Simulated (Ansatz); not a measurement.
Molecular dynamics, with input and output: B2Si

System: B2Si.
Method: RKS BLYP/def2-SVP (Ansatz 0.2.0).

The geometry comes from this level: r2SCAN-D4/def2-TZVP. Figures and captions count atoms from 1; the log counts them from 0 in places.

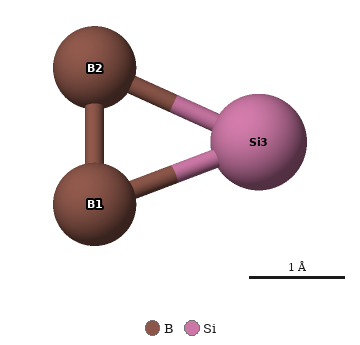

*The starting structure (ball-and-stick view, seen at a tilt; atoms are numbered from 1 in the order of the input).*

Bond lengths as drawn: B–B 1.51 Å and B–Si 1.90 Å.

Input:
```yaml
crystal:
  periodic: [false, false, false]
  atoms:
    - {symbol: B, position_ang: [0.028393, 0.855917, 0.415395]}
    - {symbol: B, position_ang: [-0.645680, 0.085164, -0.694117]}
    - {symbol: Si, position_ang: [0.617287, -0.941081, 0.278721]}
basis:
  gaussian: {orbitals: def2-SVP}
hamiltonian: {xc: {name: BLYP}}
md: {timestep: 1 fs, n_steps: 15, ensemble: nvt_nose_hoover, temperature: 700, initial_velocities: maxwell_boltzmann, seed: 504}
scf: {omitted_lower_state_checks: [starts]}
```

Launched with:
```bash
ansatz run in.yaml --threads 4 --pin off --events-out ev --progress --plain --max-ram 3916MiB
```

What the program printed:
```
Functional definition: BLYP
  name "BLYP"
  cite "Becke, Phys. Rev. A 38, 3098 (1988) doi:10.1103/PhysRevA.38.3098"
  cite "Lee, Yang & Parr, Phys. Rev. B 37, 785 (1988) doi:10.1103/PhysRevB.37.785"
  parameter beta = 0.0042
  parameter a = 0.04918
  parameter b = 0.132
  parameter c = 0.2533
  parameter d = 0.349
  exchange = b88_x(beta = beta)
  correlation = lyp_c(a = a, b = b, c = c, d = d)
these checks for a lower state are left out or cut short: starts
504 factors; their error is unknown
mean field evaluation 1: about -9210.3699 eV, gradient 4.9e1 eV
mean field evaluation 2: about -9150.2961 eV, gradient 1.2e2 eV
mean field evaluation 4: about -9216.9109 eV, gradient 2.5e1 eV
mean field evaluation 8: about -9220.1193 eV, gradient 1.4e-1 eV
mean field evaluation 16: about -9220.0805 eV, gradient 6.8e-5 eV
mean field -9220.08054271 eV, -338.8317103494 hartree, gradient 6.8e-5 eV, S^2 0.000000; 0 other end points of the search recorded, 0 dependent functions left out
the calculation of the forces begins
reference -9220.08078054 eV, -338.8317190897 hartree; 12, 12 occupied and 34, 34 virtual orbitals, 504 factors
md step     0: t =     0.00 fs  T =   700.0 K  F+E_penalty+E_count = -9220.08054271 eV  E_kin = 0.090482 eV  conserved = -9219.99006071 eV  (26 SCF iters)
these checks for a lower state are left out or cut short: starts, cluster_reference, orbital_swaps, neighbouring_geometries, increment
504 factors; their error is unknown
mean field -9220.09008729 eV, -338.8320611065 hartree, gradient 3.7e-6 eV, S^2 0.000000; 0 other end points of the search recorded, 0 dependent functions left out
[... from here on the field's lines of each further geometry are left out, up to the last ...]
md step     1: t =     1.00 fs  T =   773.4 K  F+E_penalty+E_count = -9220.09008729 eV  E_kin = 0.099973 eV  conserved = -9219.99011421 eV  (31 SCF iters)
md step     2: t =     2.00 fs  T =   777.7 K  F+E_penalty+E_count = -9220.09057817 eV  E_kin = 0.100524 eV  conserved = -9219.99005189 eV  (31 SCF iters)
md step     3: t =     3.00 fs  T =   717.6 K  F+E_penalty+E_count = -9220.08267750 eV  E_kin = 0.092761 eV  conserved = -9219.98991011 eV  (31 SCF iters)
md step     4: t =     4.00 fs  T =   608.2 K  F+E_penalty+E_count = -9220.06835514 eV  E_kin = 0.078616 eV  conserved = -9219.98972885 eV  (31 SCF iters)
md step     5: t =     5.00 fs  T =   469.8 K  F+E_penalty+E_count = -9220.05028215 eV  E_kin = 0.060729 eV  conserved = -9219.98954129 eV  (31 SCF iters)
md step     6: t =     6.00 fs  T =   324.3 K  F+E_penalty+E_count = -9220.03130492 eV  E_kin = 0.041925 eV  conserved = -9219.98937090 eV  (31 SCF iters)
md step     7: t =     7.00 fs  T =   192.0 K  F+E_penalty+E_count = -9220.01406032 eV  E_kin = 0.024824 eV  conserved = -9219.98923190 eV  (31 SCF iters)
md step     8: t =     8.00 fs  T =    89.7 K  F+E_penalty+E_count = -9220.00072994 eV  E_kin = 0.011599 eV  conserved = -9219.98913184 eV  (31 SCF iters)
md step     9: t =     9.00 fs  T =    29.6 K  F+E_penalty+E_count = -9219.99290009 eV  E_kin = 0.003830 eV  conserved = -9219.98907433 eV  (26 SCF iters)
md step    10: t =    10.00 fs  T =    18.8 K  F+E_penalty+E_count = -9219.99148907 eV  E_kin = 0.002435 eV  conserved = -9219.98906102 eV  (24 SCF iters)
md step    11: t =    11.00 fs  T =    59.0 K  F+E_penalty+E_count = -9219.99671074 eV  E_kin = 0.007629 eV  conserved = -9219.98909300 eV  (25 SCF iters)
md step    12: t =    12.00 fs  T =   146.3 K  F+E_penalty+E_count = -9220.00805592 eV  E_kin = 0.018910 eV  conserved = -9219.98917082 eV  (31 SCF iters)
md step    13: t =    13.00 fs  T =   271.2 K  F+E_penalty+E_count = -9220.02428991 eV  E_kin = 0.035054 eV  conserved = -9219.98929359 eV  (31 SCF iters)
md step    14: t =    14.00 fs  T =   418.8 K  F+E_penalty+E_count = -9220.04347988 eV  E_kin = 0.054140 eV  conserved = -9219.98945712 eV  (31 SCF iters)
the calculation of the forces begins
reference -9220.06332053 eV, -338.8310774460 hartree; 12, 12 occupied and 34, 34 virtual orbitals, 504 factors
these checks for a lower state are left out or cut short: starts
504 factors; their error is unknown
mean field -9220.06308244 eV, -338.8310686963 hartree, gradient 2.4e-5 eV, S^2 0.000000; 0 other end points of the search recorded, 0 dependent functions left out
the calculation of the forces begins
reference -9220.06332053 eV, -338.8310774460 hartree; 12, 12 occupied and 34, 34 virtual orbitals, 504 factors
md step    15: t =    15.00 fs  T =   569.7 K  F+E_penalty+E_count = -9220.06308244 eV  E_kin = 0.073638 eV  conserved = -9219.98965071 eV  (13 SCF iters)
```

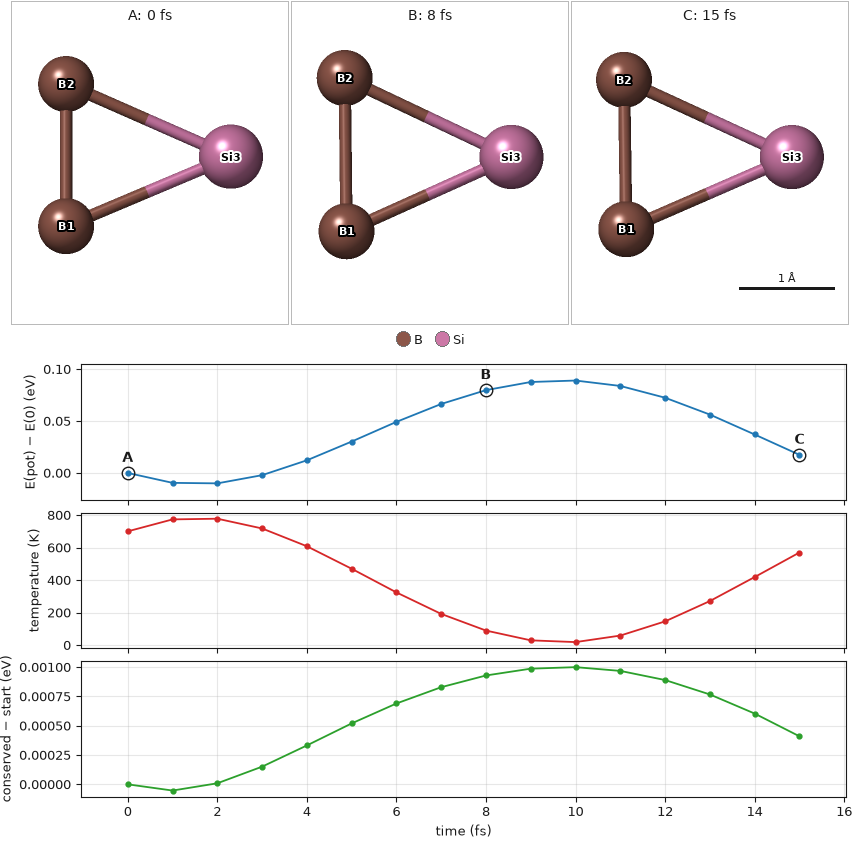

*Frames of the molecular dynamics (ball-and-stick, seen on its broad side) above the curves, on which the letters mark them.*

The trajectory kept here has 16 frames over 15 fs. The temperature starts at 700 K, ranges from 19 to 778 K and averages 200 K over the second half. The potential energy ends 0.017 eV above its first value. The conserved quantity stays within 0.0011 eV. After an unweighted best fit of the last frame on the first, the root-mean-square displacement is 0.03 Å.

```
Total energy: -9220.06332053 eV, -338.8310774460 hartree
Atom 0 at     0.043463     0.872069     0.439716 Å, force    -0.557970    -0.440789    -0.830118 eV/Å
Atom 1 at    -0.677640     0.081688    -0.731918 Å, force     0.671695     0.445619     0.961252 eV/Å
Atom 2 at     0.623788    -0.945960     0.283909 Å, force    -0.113725    -0.004830    -0.131134 eV/Å
Dipole moment:     0.139338    -0.222913     0.058220 e Å
Checks for a lower state left out: starts
```

Trajectory as extended XYZ (Å, eV, eV/Å), 16 frames, from step=0 to step=15:
```
3
Properties=species:S:1:pos:R:3:forces:R:3 step=0 time_fs=0.0 energy=-9220.08054 temperature=700.0
B     0.0284    0.8559    0.4154    0.1807   0.6473   0.4947
B    -0.6457    0.0852   -0.6941   -0.5110  -0.1437  -0.6439
Si    0.6173   -0.9411    0.2787    0.3303  -0.5035   0.1491
3
Properties=species:S:1:pos:R:3:forces:R:3 step=1 time_fs=1.0 energy=-9220.09009 temperature=773.4
B     0.0329    0.8592    0.4220   -0.0365   0.3757   0.1268
B    -0.6509    0.0815   -0.7017   -0.2428   0.0743  -0.2420
Si    0.6176   -0.9409    0.2791    0.2793  -0.4500   0.1153
3
Properties=species:S:1:pos:R:3:forces:R:3 step=2 time_fs=2.0 energy=-9220.09058 temperature=777.7
B     0.0373    0.8629    0.4287   -0.2355   0.1164  -0.2150
B    -0.6564    0.0779   -0.7095    0.0135   0.2696   0.1360
Si    0.6180   -0.9410    0.2795    0.2220  -0.3859   0.0790
3
Properties=species:S:1:pos:R:3:forces:R:3 step=3 time_fs=3.0 energy=-9220.08268 temperature=717.6
B     0.0416    0.8667    0.4352   -0.4089  -0.1193  -0.5172
B    -0.6618    0.0745   -0.7172    0.2472   0.4351   0.4751
Si    0.6184   -0.9411    0.2800    0.1618  -0.3158   0.0421
3
Properties=species:S:1:pos:R:3:forces:R:3 step=4 time_fs=4.0 energy=-9220.06835 temperature=608.2
B     0.0455    0.8703    0.4412   -0.5537  -0.3249  -0.7734
B    -0.6671    0.0715   -0.7245    0.4521   0.5688   0.7674
Si    0.6189   -0.9414    0.2805    0.1016  -0.2440   0.0060
3
Properties=species:S:1:pos:R:3:forces:R:3 step=5 time_fs=5.0 energy=-9220.05028 temperature=469.8
B     0.0489    0.8737    0.4466   -0.6697  -0.4973  -0.9822
B    -0.6719    0.0690   -0.7311    0.6256   0.6716   1.0101
Si    0.6195   -0.9417    0.2809    0.0442  -0.1743  -0.0280
3
Properties=species:S:1:pos:R:3:forces:R:3 step=6 time_fs=6.0 energy=-9220.03131 temperature=324.3
B     0.0517    0.8766    0.4511   -0.7586  -0.6359  -1.1450
B    -0.6762    0.0672   -0.7368    0.7669   0.7461   1.2037
Si    0.6201   -0.9421    0.2814   -0.0083  -0.1102  -0.0587
3
Properties=species:S:1:pos:R:3:forces:R:3 step=7 time_fs=7.0 energy=-9220.01406 temperature=192.0
B     0.0538    0.8790    0.4545   -0.8225  -0.7413  -1.2646
B    -0.6798    0.0659   -0.7414    0.8766   0.7954   1.3502
Si    0.6206   -0.9426    0.2818   -0.0541  -0.0542  -0.0856
3
Properties=species:S:1:pos:R:3:forces:R:3 step=8 time_fs=8.0 energy=-9220.00073 temperature=89.7
B     0.0552    0.8807    0.4568   -0.8638  -0.8144  -1.3443
B    -0.6826    0.0654   -0.7448    0.9558   0.8226   1.4522
Si    0.6212   -0.9430    0.2823   -0.0919  -0.0082  -0.1079
3
Properties=species:S:1:pos:R:3:forces:R:3 step=9 time_fs=9.0 energy=-9219.99290 temperature=29.6
B     0.0558    0.8817    0.4580   -0.8844  -0.8562  -1.3863
B    -0.6845    0.0657   -0.7469    1.0054   0.8299   1.5117
Si    0.6217   -0.9435    0.2826   -0.1210   0.0263  -0.1255
3
Properties=species:S:1:pos:R:3:forces:R:3 step=10 time_fs=10.0 energy=-9219.99149 temperature=18.8
B     0.0556    0.8819    0.4579   -0.8850  -0.8673  -1.3920
B    -0.6856    0.0667   -0.7476    1.0260   0.8185   1.5300
Si    0.6222   -0.9439    0.2830   -0.1410   0.0488  -0.1381
3
Properties=species:S:1:pos:R:3:forces:R:3 step=11 time_fs=11.0 energy=-9219.99671 temperature=59.0
B     0.0546    0.8813    0.4565   -0.8658  -0.8476  -1.3613
B    -0.6857    0.0684   -0.7470    1.0176   0.7884   1.5070
Si    0.6226   -0.9444    0.2833   -0.1518   0.0592  -0.1457
3
Properties=species:S:1:pos:R:3:forces:R:3 step=12 time_fs=12.0 energy=-9220.00806 temperature=146.3
B     0.0529    0.8800    0.4539   -0.8257  -0.7964  -1.2929
B    -0.6849    0.0708   -0.7451    0.9794   0.7386   1.4414
Si    0.6230   -0.9448    0.2835   -0.1538   0.0578  -0.1485
3
Properties=species:S:1:pos:R:3:forces:R:3 step=13 time_fs=13.0 energy=-9220.02429 temperature=271.2
B     0.0504    0.8779    0.4502   -0.7628  -0.7124  -1.1840
B    -0.6833    0.0738   -0.7418    0.9102   0.6668   1.3307
Si    0.6233   -0.9452    0.2837   -0.1474   0.0456  -0.1468
3
Properties=species:S:1:pos:R:3:forces:R:3 step=14 time_fs=14.0 energy=-9220.04348 temperature=418.8
B     0.0472    0.8753    0.4454   -0.6745  -0.5943  -1.0310
B    -0.6808    0.0775   -0.7374    0.8081   0.5703   1.1718
Si    0.6236   -0.9456    0.2838   -0.1336   0.0240  -0.1408
3
Properties=species:S:1:pos:R:3:forces:R:3 step=15 time_fs=15.0 energy=-9220.06308 temperature=569.7
B     0.0435    0.8721    0.4397   -0.5580  -0.4408  -0.8301
B    -0.6776    0.0817   -0.7319    0.6717   0.4456   0.9613
Si    0.6238   -0.9460    0.2839   -0.1137  -0.0048  -0.1311
```

Key numbers:

| quantity | value |
| --- | --- |
| outcome | finished |
| mean temperature over the second half | 200 K |
| trajectory | 15 steps, 15 fs |
| ensemble | nvt_nose_hoover |
| temperature in the input | 700 K |
| time step | 1 fs |
| potential energy (last step) | −9220.0633 eV |
| SCF solution under orbital rotations (last step) | stable |
| largest force (length of the vector) (last step) | 1.254 eV/Å |
| dipole moment (last step) | 1.29 D |
| hardware | 4 threads of Arm Neoverse N1, 23 GiB of memory available, shared host |
| wall time | 5.5 s (CPU time 17 s) |
| peak memory | 0.23 GiB |

Remarks:

So short a trajectory is not equilibrated. The temperature stays far from the 700 K of the thermostat over the second half: the run isn't equilibrated.
